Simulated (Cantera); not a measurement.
Feed: 1 mol C₂F₆, equilibrated at 3.80 Pa.

These are equilibrium values from Cantera (NASA tables, ideal gas, pure condensed phases), not measurements of a reactor. Candidate condensed phases: C; 13 gas species. The feed counts by its element totals alone. Gases not in the tables: C₂F₆ and larger saturated fluorocarbons. Kinetics and transport are ignored.

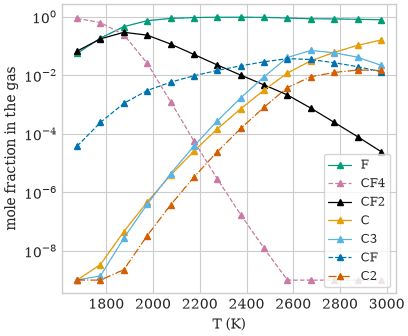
Equilibrium gas composition (values under 1e-9 drawn at 1e-9)

**Question.** Read off the mole fractions at 2475 K.

**Answer.** F about 0.95, CF about 0.029, C₃ about 0.0088, CF₂ about 0.0047, C about 0.0031, C₂ about 0.00081, CF₄ about 1.2e-8.
